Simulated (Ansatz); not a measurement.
The calculation's input:

```
crystal:
  periodic: [false, false, false]
  atoms:
    - { symbol: Si, position_ang: [0.646148, 0.275576, 0.657819] }
    - { symbol: Cl, position_ang: [-1.758808, -0.546662, -1.636004] }
    - { symbol: O, position_ang: [0.968888, -1.130765, 0.146051] }
    - { symbol: H, position_ang: [-0.739214, -1.317933, -1.33093] }
    - { symbol: Cl, position_ang: [1.32852, 2.006392, -0.143467] }
    - { symbol: Cl, position_ang: [-0.445435, 0.713592, 2.306532] }
basis:
  gaussian: { orbitals: def2-SVP }
hamiltonian:
  xc: r2scan
  dispersion: d4
relax:
  f_tol: 0.03
  max_steps: 50
output:
  orbitals: {}
```

Launched as:

```sh
ansatz run input.yaml --threads 2 --pin off --max-ram 3072MiB --backend cpu --events-out ev --progress --plain --runs-dir out
```

The fields are those of the run's last geometry, not of the input's.

These are results of RKS r2SCAN-D4/def2-SVP (Ansatz 0.2.0), not measurements.

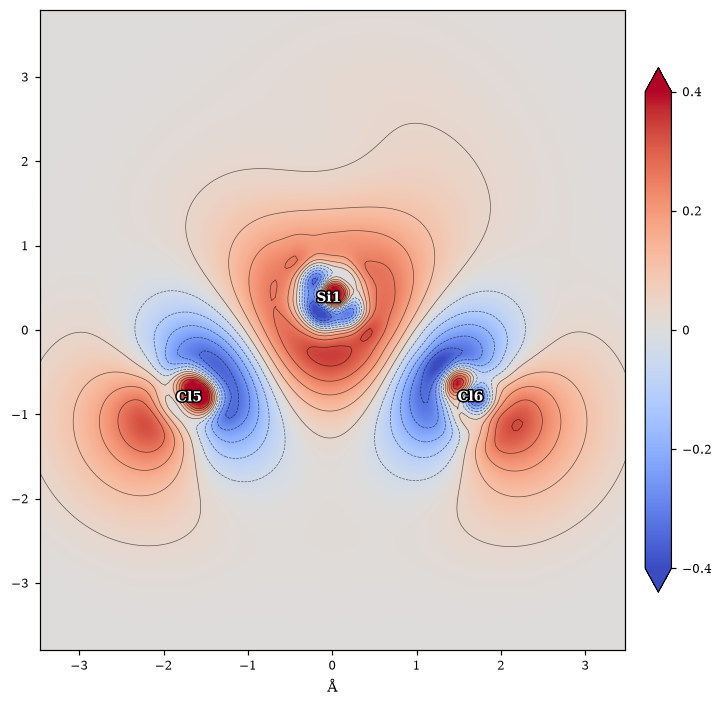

Cl3HOSi. One frontier orbital on the plane of atoms Cl5, Si1 and Cl6 (values in Å⁻³ᐟ²; the overall sign is arbitrary).

Which orbital is it: HOMO or LUMO?

Answer. The LUMO, at −0.56 eV. It lies mainly on Si1 (about 35 %), Cl2 (about 20 %), Cl6 (about 20 %), Cl5 (about 20 %) and O3 (about 5 %).
